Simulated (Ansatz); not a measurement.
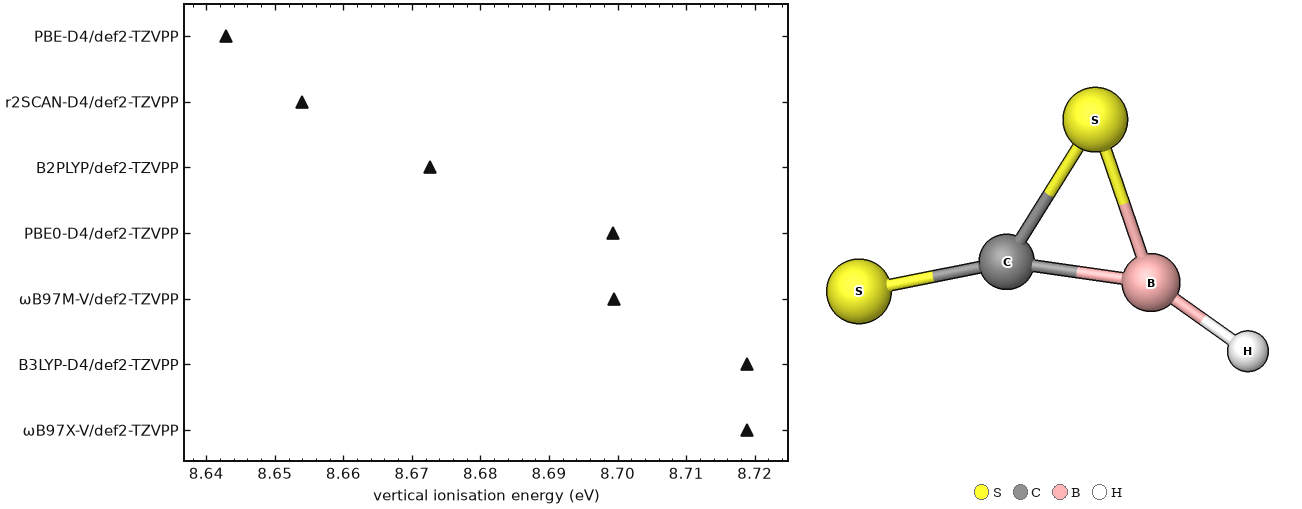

Vertical ionisation energy of CHBS₂, SMILES S=C1BS1, taken as the energy of the cation less that of the neutral at fixed geometry (unrestricted doublet cation, cores frozen in correlated methods, no spin-orbit coupling), the Ansatz code 0.2.0, at a PBE0-D4/def2-TZVP geometry (a minimum by its frequencies).

What range do the values span?

From 8.64 eV (PBE-D4/def2-TZVPP) to 8.72 eV (ωB97X-V/def2-TZVPP).

Give the values.

| level | eV |
| --- | --- |
| PBE-D4/def2-TZVPP | 8.64 |
| r2SCAN-D4/def2-TZVPP | 8.65 |
| B2PLYP/def2-TZVPP | 8.67 |
| PBE0-D4/def2-TZVPP | 8.70 |
| ωB97M-V/def2-TZVPP | 8.70 |
| B3LYP-D4/def2-TZVPP | 8.72 |
| ωB97X-V/def2-TZVPP | 8.72 |
